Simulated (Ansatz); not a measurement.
```
CELL_PARAMETERS angstrom
4.09186 0.00000 0.00000
-2.04593 3.54366 0.00000
0.00000 0.00000 10.07199
ATOMIC_POSITIONS crystal
Sn 0.00000 0.00000 0.00000
Ge 0.33333 0.66667 0.65838
Ge 0.66667 0.33333 0.34162
Se 0.00000 0.00000 0.50000
Se 0.33333 0.66667 0.18290
Se 0.66667 0.33333 0.81710
```

Space group P-3m1; a structure generated by program, which may or may not match a known phase.

Method: DFT PBE, scalar-relativistic, plane waves, PAW in Ansatz.

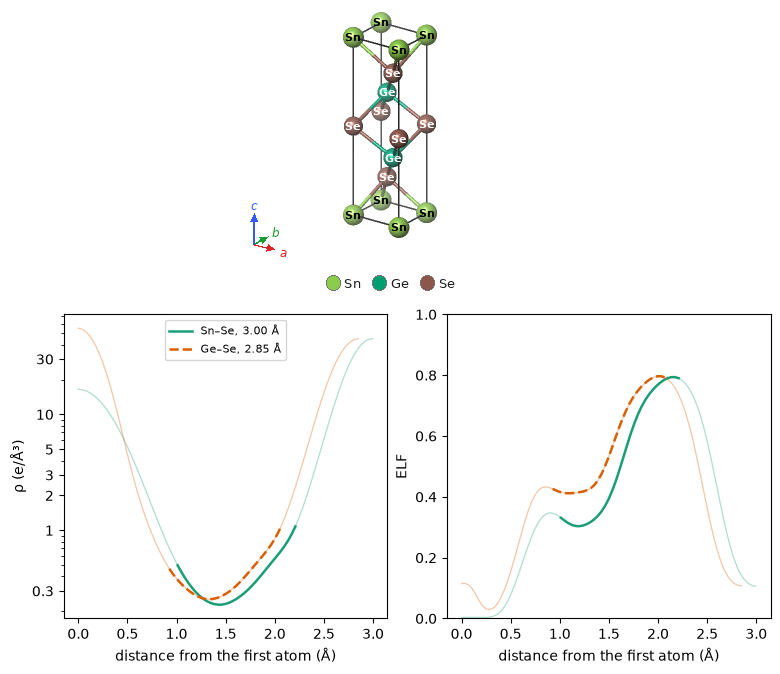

SnGe$_{2}$Se$_{3}$. Valence charge density (pseudo) and ELF along straight lines between neighbouring atoms. Thin, pale parts lie inside the atomic spheres. The structure is drawn too.

The density is the valence pseudo-density of a PAW calculation; it isn't the true density close to the nuclei.

Compare the contacts.

Sn–Se (3.00 Å): the density is about 0.23 e/Å³ at the midpoint; the ELF is about 0.40 at the midpoint.
Ge–Se (2.85 Å): the density is about 0.26 e/Å³ at the midpoint; the ELF is about 0.50 at the midpoint.
